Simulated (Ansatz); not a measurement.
# SiH2ClO (SMILES O[SiH]Cl) at UB2PLYP/STO-3G

What is the electronic atomisation energy of SiH2ClO at UB2PLYP/STO-3G? 

Program for the calculation: Ansatz 0.2.0.

### 1 The molecule

The species is SiH2ClO (5 atoms), meant as a doublet with charge 0. As SMILES, `O[SiH]Cl`. The coordinates come from a PBE0-D4/def2-TZVP relaxation. This is one conformer, not always the lowest.

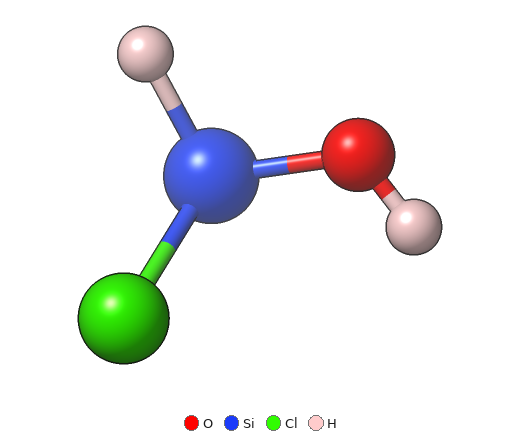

Viewed from a chosen angle; oxygen red, silicon blue, chlorine green, hydrogen pink.

### 2 A single-point energy at UB2PLYP/STO-3G

run.yaml

```yaml
crystal:
  periodic: [false, false, false]
  atoms:
    - {symbol: O, position_ang: [-0.806100, -0.432000, -0.746500]}
    - {symbol: Si, position_ang: [-0.092300, 0.479800, 0.414000]}
    - {symbol: Cl, position_ang: [1.606600, -0.440800, 1.143600]}
    - {symbol: H, position_ang: [-1.024100, -1.343200, -0.540000]}
    - {symbol: H, position_ang: [0.316000, 1.736300, -0.271100]}
basis:
  gaussian: {orbitals: STO-3G}
magnetization: {spin_polarized: true, initial_magnetization: 1}
hamiltonian: {xc: {name: B2PLYP}}
correlation: {frozen_orbitals: {Cl: 5, H: 0, O: 1, Si: 5}}
accuracy: high
```

Run with:

```console
$ ansatz run run.yaml --threads 1 --pin off --max-ram 2610MiB --events-out events.jsonl --progress --plain --runs-dir runs
```

Output:

```text
Warning: RAYON_NUM_THREADS=1 ignored (pool sized by the plan → 1); use --threads N
Functional definition: B2PLYP
  name "B2PLYP"
  parameter a = 0.53
  parameter c = 0.27
  exchange = (1 - a)*b88_x + a*exact_x
  correlation = (1 - c)*lyp_c + c*(mp2_os + mp2_ss)
460 factors; integrals over basis functions are off by at most 3.1e-8 eV
mean field evaluation 1: about -22209.7722 eV, gradient 1.5e1 eV
mean field evaluation 2: about -22209.7926 eV, gradient 1.5e1 eV
mean field evaluation 4: about -22211.6644 eV, gradient 1.5e0 eV
mean field evaluation 8: about -22211.6854 eV, gradient 3.6e-2 eV
mean field evaluation 16: about -22211.6854 eV, gradient 5.3e-6 eV
mean field -22211.68540688 eV, -816.2643830817 hartree, gradient 6.1e-8 eV, S^2 0.752647; 0 other end points of the search recorded, 0 dependent functions left out
11 core orbitals not correlated: weight in the atoms' cores, before any rotation towards them, 1.000 or more for the frozen orbitals, at most 0.000 for the correlated occupied ones
reference -22211.68542468 eV, -816.2643837358 hartree; 10, 9 occupied and 4, 5 virtual orbitals, 460 factors
second order -2.62973284 eV of doubles, -0.00000000 eV of singles
Total energy: -22212.39545255 eV, -816.2904767787 hartree
```

It took 2.5 s on 1 thread of Arm Neoverse V2, shared host; peak memory 0.14 GiB.

### 3 The Cl atom, same level

job.yaml

```yaml
crystal:
  periodic: [false, false, false]
  atoms:
    - {symbol: Cl, position_ang: [0.000000, 0.000000, 0.000000]}
basis:
  gaussian: {orbitals: STO-3G}
magnetization: {spin_polarized: true, initial_magnetization: 1}
hamiltonian: {xc: {name: B2PLYP}}
correlation: {frozen_orbitals: {Cl: 5}}
accuracy: high
```

Run the same way, it converges to -454.96851 Eh (log not shown).

### 4 The H atom, same level

in.yaml

```yaml
crystal:
  periodic: [false, false, false]
  atoms:
    - symbol: H
      position_ang: [0.000000, 0.000000, 0.000000]
basis:
  gaussian: {orbitals: STO-3G}
magnetization: {spin_polarized: true, initial_magnetization: 1}
hamiltonian: {xc: {name: B2PLYP}}
correlation: {frozen_orbitals: {H: 0}}
accuracy: high
```

Run the same way, it converges to -0.46478 Eh (log not shown).

### 5 The O atom at the same level

job.yaml

```yaml
basis:
  gaussian: {orbitals: STO-3G}
crystal:
  periodic: [false, false, false]
  atoms:
    - {symbol: O, position_ang: [0.000000, 0.000000, 0.000000]}
magnetization: {spin_polarized: true, initial_magnetization: 2}
hamiltonian: {xc: {name: B2PLYP}}
correlation: {frozen_orbitals: {O: 1}}
accuracy: high
```

Run with:

```console
$ ansatz run job.yaml --threads 1 --pin off --max-ram 2610MiB --events-out events.jsonl --progress --plain --runs-dir runs
```

Output:

```text
Warning: RAYON_NUM_THREADS=1 ignored (pool sized by the plan → 1); use --threads N
Functional definition: B2PLYP
  name "B2PLYP"
  parameter a = 0.53
  parameter c = 0.27
  exchange = (1 - a)*b88_x + a*exact_x
  correlation = (1 - c)*lyp_c + c*(mp2_os + mp2_ss)
15 factors; integrals over basis functions are off by at most 1.1e-9 eV
mean field evaluation 1: about -2012.7424 eV, gradient 6.0e-12 eV
mean field evaluation 2: about -2012.7429 eV, gradient 5.9e-12 eV
mean field -2012.74293129 eV, -73.9669384388 hartree, gradient 0.0e0 eV, S^2 2.000000; 0 other end points of the search recorded, 0 dependent functions left out
1 core orbitals not correlated: weight in the atoms' cores, before any rotation towards them, 1.000 or more for the frozen orbitals, at most 0.000 for the correlated occupied ones
reference -2012.74293782 eV, -73.9669386789 hartree; 4, 2 occupied and 0, 2 virtual orbitals, 15 factors
second order 0.00000000 eV of doubles, 0.00000000 eV of singles
Total energy: -2012.74293782 eV, -73.9669386789 hartree
```

Wall time 0.16 s (1 thread of Arm Neoverse V2, shared host).

### 6 The Si atom, same level

input.yaml

```yaml
crystal:
  periodic: [false, false, false]
  atoms:
    - symbol: Si
      position_ang: [0.000000, 0.000000, 0.000000]
basis:
  gaussian: {orbitals: STO-3G}
magnetization: {spin_polarized: true, initial_magnetization: 2}
hamiltonian: {xc: {name: B2PLYP}}
correlation: {frozen_orbitals: {Si: 5}}
accuracy: high
```

Run the same way, it converges to -285.81514 Eh (log not shown).

### 7 Results

Level: UB2PLYP/STO-3G, 11 core orbitals frozen.

| quantity | value |
| --- | --- |
| molecule: total energy | -816.29048 Eh |
| molecule: ⟨S²⟩ | 0.753 |
| Cl atom: total energy | -454.96851 Eh |
| Cl atom: ⟨S²⟩ | 0.750 |
| H atom: total energy | -0.46478 Eh |
| H atom: ⟨S²⟩ | 0.750 |
| O atom: total energy | -73.96694 Eh |
| O atom: ⟨S²⟩ | 2.000 |
| Si atom: total energy | -285.81514 Eh |
| Si atom: ⟨S²⟩ | 2.000 |
| electronic atomisation energy | 16.608 eV |

In words: Taking the molecule apart into free atoms costs 16.61 eV (383 kcal/mol), before zero-point energy and without spin-orbit coupling. In a minimal basis such a difference can be off by several eV, whatever the method.
